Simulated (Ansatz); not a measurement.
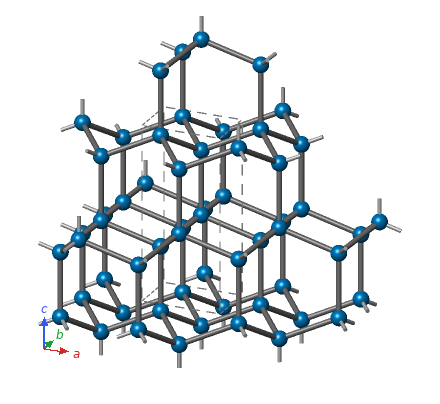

The picture shows a finite piece of the underlying net of a crystal structure, nodes on the atoms' positions. Nodes are coloured by topological kind. Short stubs are edges that leave the cut-out.

Question: Classify the net: periodicity, connectivity, name.

Answer: A uninodal 4-connected, three-periodic net. It is the lon net, known from lonsdaleite, wurtzite and tridymite.

Question: Give point symbol and coordination sequence.

Answer: 6^6, sequence 4, 12, 25, 44.

Origin of the net. IrC (space group P6_3mc, No. 186): the geometry relaxed with Ansatz, DFT, PBE, PAW with Ansatz's default frozen-core files, scalar-relativistic; the starting structure was generated, so it need not be a known form of this composition. Bonds are taken as C–Ir below 2.3 Å; no other contact counts. Atoms with one bond or none are removed and atoms with two bonds are replaced by edges, until no such atom is left. Ir and C are 4-connected nodes.
